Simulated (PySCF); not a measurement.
# CuOH2: frequency calculation

- system: CuOH2, multiplicity 2
- method: UKS-based PBE0, Cu def2-TZVP, O def2-TZVP, H def2-TZVP; non-relativistic Hamiltonian; density fitting (PySCF 2.14.0)

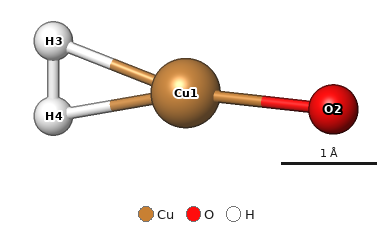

Figure 1. The input geometry (ball-and-stick view, seen at an oblique angle; atoms are numbered from 1 in the order of the input). Sticks mark near contacts. Bond lengths as drawn: Cu–H 1.63 Å, Cu–O 1.76 Å and H–H 0.81 Å.

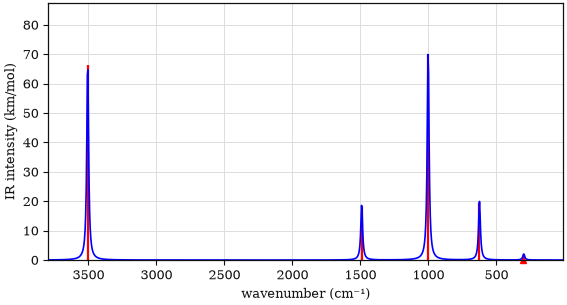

Figure 2. Harmonic infrared spectrum, unscaled: sticks (degenerate modes added up, dark ones marked on the axis) with a Lorentzian envelope of 16 cm⁻¹ full width, scaled to the tallest stick. 6 modes from 299 to 3506 cm⁻¹, none imaginary. The strongest line is at 1002 cm⁻¹ (70 km/mol). All modes, in cm⁻¹ (km/mol): 299 (1.8), 303 (0.3), 625 (19.4), 1002 (70), 1491 (18.3), 3506 (66).

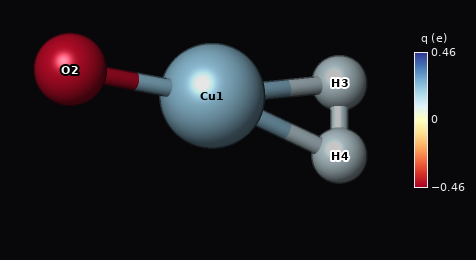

Figure 3. Mulliken charges, as the colour of each atom (ball-and-stick view, seen at an oblique angle; atoms are numbered from 1 in the order of the input). By element: Cu +0.22, O −0.44 and H +0.11 e.

The input that produced these results follows, with the program's output.

### The input
```python
from pyscf import gto, scf, dft
mol = gto.M(atom='''
Cu     0.288692     0.000000     0.109758
O     -1.358083     0.000000    -0.516331
H      1.620291     0.000000     1.047920
H      1.907225     0.000000     0.293209''',
    basis={'Cu': 'def2-TZVP', 'O': 'def2-TZVP', 'H': 'def2-TZVP'},
    charge=0, spin=1)
mf = dft.UKS(mol, xc='PBE0')
mf.grids.atom_grid = (75, 302)
aux = {'Cu': 'def2-universal-JKFIT', 'O': 'def2-universal-JKFIT', 'H': 'def2-universal-JKFIT'}
mf = mf.density_fit(auxbasis=aux)
mf.conv_tol = 1e-09
mf.diis_space = 10
mf.max_cycle = 60
mf.verbose = 4
mf.kernel()
```

The script is an equivalent of the set-up of the self-consistent field. The run itself was carried out by a driver, which started from the orbitals of the step before it where there was one and computed the further properties.

Run as:
```bash
OMP_NUM_THREADS=4 python axn.py task.json out
```

### Output
```
init E= -1716.55450648886
  alpha nocc = 20  HOMO = -0.269733850860723  LUMO = -0.0295668014457415
  beta  nocc = 19  HOMO = -0.245975468363974  LUMO = -0.0884565715408954
  HOMO = -0.245975468364  LUMO = -0.0884565715409  gap/eV = 4.28631
cycle= 1 E= -1716.55450648885  delta_E= 1.11e-11  |g|= 9.79e-06  |ddm|= 4.04e-06
  alpha nocc = 20  HOMO = -0.26973504955672  LUMO = -0.0295674085483459
  beta  nocc = 19  HOMO = -0.245976427716256  LUMO = -0.0884573660806538
  HOMO = -0.245976427716  LUMO = -0.0884573660807  gap/eV = 4.28631
Extra cycle  E= -1716.55450648869  delta_E= 1.64e-10  |g|= 3.26e-05  |ddm|= 1.31e-05
converged SCF energy = -1716.55450648869  <S^2> = 0.75624287  2S+1 = 2.0062332
```

### Results in brief

```tsv
quantity	value
outcome	converged
total energy	−1716.554506 hartree
⟨S²⟩	0.756
zero-point energy	0.016462 hartree
dipole moment	5.24 D
wavenumbers, lowest and highest	299 and 3506 cm⁻¹
hardware	4 threads of Arm Neoverse V1, 24 GiB of memory available, shared host
wall time	26 s (CPU time 78 s)
peak memory	1.1 GiB
```
